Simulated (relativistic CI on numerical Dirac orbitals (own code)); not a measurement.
**Relativistic CI calculation for Pr⁴⁺**

- system: Pr⁴⁺.
- method: Dirac-Coulomb-Breit CI, KLI orbitals optimised for each configuration, model QED (radiative potential, 1s self-energy scaled to tabulated hydrogen-like ionisation energies), valence Slater integrals scaled by 0.85, one configuration in a parametric crystal field (relativistic CI on numerical Dirac orbitals, in-house)

## Summary

- outcome: converged
- lowest level: 4f ²F°₅/₂
- first excited level: 4f ²F°₇/₂, 2,909 cm⁻¹
- levels computed: 7
- hardware: 1 CPU thread, shared host

## The input
```
atom Pr  Z=59  charge=4  electrons=55
nucleus A=141  rms_radius_fm=4.8919
hamiltonian dirac-coulomb  breit=on  qed=on  c_scale=1
orbitals kli  potential=per-configuration
slater_scale 0.85
correlation none
mixing on
configurations
  [Xe] 4f
end
crystal_field D3h B20=710 B40=-1170 B60=-1220 B66=-260
```

The program writes its results to a structured record and prints no log; tables and figures of this report are taken from that record.

## The lowest 2 levels

```tsv
Configuration	Level	E (eV)	LS purity (%)
4f	²F°₅/₂	0	100
4f	²F°₇/₂	0.3607	100
```

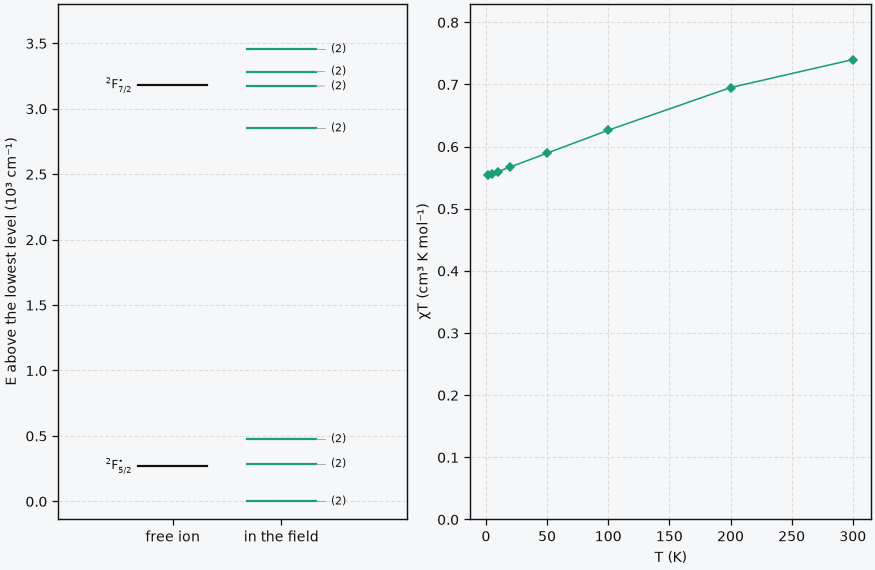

*Pr⁴⁺ (4f) in a field of D3h symmetry with B20 = 710, B40 = −1,170, B60 = −1,220, B66 = −260 cm⁻¹ (Wybourne parameters). Labels give the double-group representation and, in brackets, the degeneracy; the lowest 7 of 7 levels are drawn. One open-shell configuration in a parametric field without covalency; powder susceptibility by Van Vleck's formula.*

The free ion's lowest level is ²F°₅/₂. The ground level is a Kramers doublet, with total spin S = 0.50 and J = 2.50 (from expectation values); its principal g values, for an effective spin of 1/2, are 0.07, 0.07 and 4.20. The next level lies at 287 cm⁻¹. The field lowers the ground state by 270 cm⁻¹ against the free ion. χT is 0.554 cm³ K mol⁻¹ at 2 K, 0.589 at 50 K and 0.740 at 300 K, an effective moment of 2.43 μB at room temperature.
